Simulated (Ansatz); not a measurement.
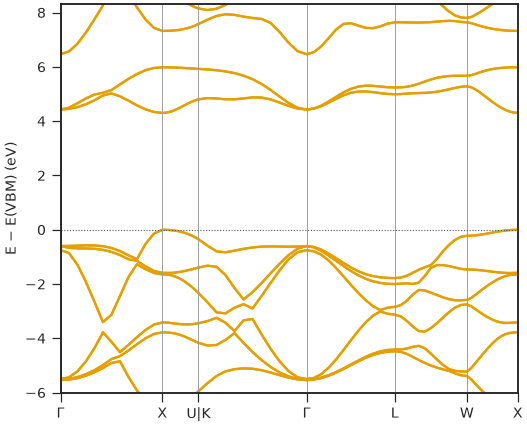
Figure. Band structure from plane-wave PAW r²SCAN with spin–orbit coupling (Ansatz code)

### Question
Read off the gap and where the band edges lie.

### Answer
About 4.3 eV (4.30 eV by a search for the band edges); maximum at X, minimum at X.

The material is HfO2 (fluorite, Fm-3m).

This is a known high-temperature phase of the composition, computed here at zero pressure and temperature. The r²SCAN relaxation kept the symmetry of its start. At this level the phase is dynamically unstable (imaginary phonons). The run is not spin-polarised.

Potentials: the earlier of the program's two PAW sets.
